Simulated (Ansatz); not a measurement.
**Response to strain in Rh**

Consider Rh in the fcc (Cu type) structure (space group Fm-3m, No. 225; a = 3.802 Å; relaxed with 0.1 eV smearing).

Strains are applied to the cell and any free atomic positions relax.

Computed with r2SCAN in Ansatz (plane waves to 500 eV, PAW, no SOC).

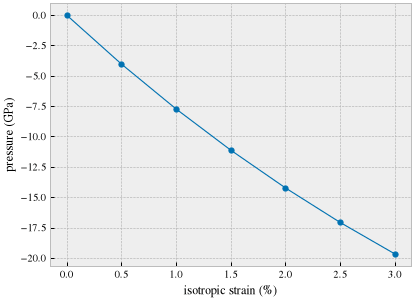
*Pressure against isotropic strain*

| isotropic strain (%) | pressure |
|---|---|
| 0.5 | -4.0 GPa |
| 1 | -7.7 GPa |
| 1.5 | -11.1 GPa |
| 2 | -14.2 GPa |
| 2.5 | -17.1 GPa |
| 3 | -19.7 GPa |

Whether these cells are dynamically stable was not tested. The final runs are not spin-polarised. Rh lies near a magnetic instability that expansion can trigger; it was not tested.

Ansatz is a program for electronic structure.
